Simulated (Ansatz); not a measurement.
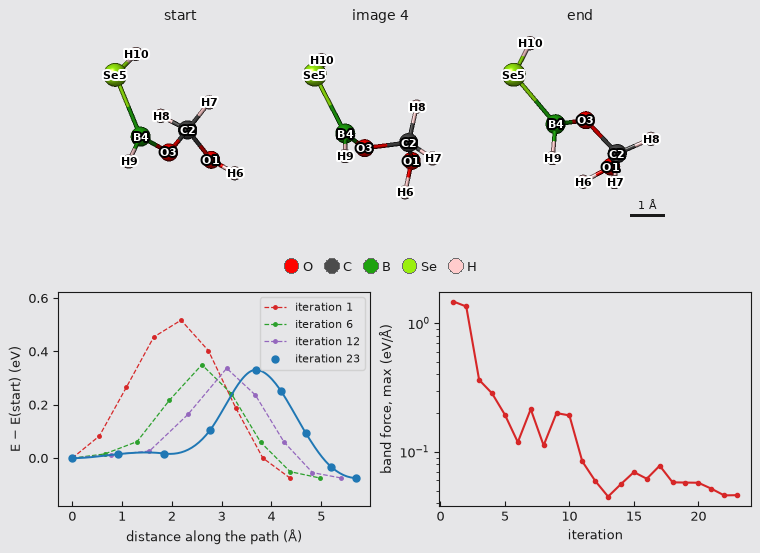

NEB run on CH₅BO₂Se. Images are numbered from 0 (start) to 8 (end). The plot follows the band through its iterations. The picture is a ball-and-stick view, seen from a free direction.

Theory: RHF/def2-SVP (Ansatz 0.2.0). Run with 7 movable images; climbing image; force threshold 0.05 eV/Å; iteration limit 60; starting path by image-dependent pair potential.

Question: How did the profile develop, and is the result final?

Answer: The result is final at these settings. The band converged in 23 iterations. The largest component of the band force went from 1.5 to 0.046 eV/Å. The climbing image converged on the top of the path. Its vibrational analysis gives one imaginary mode (200i cm⁻¹), as a transition state must have. The first iteration put the highest image at 0.52 eV. The highest point, image 4, lies 0.33 eV above the start and 0.41 eV above the end; the end is at −0.07 eV relative to the start.
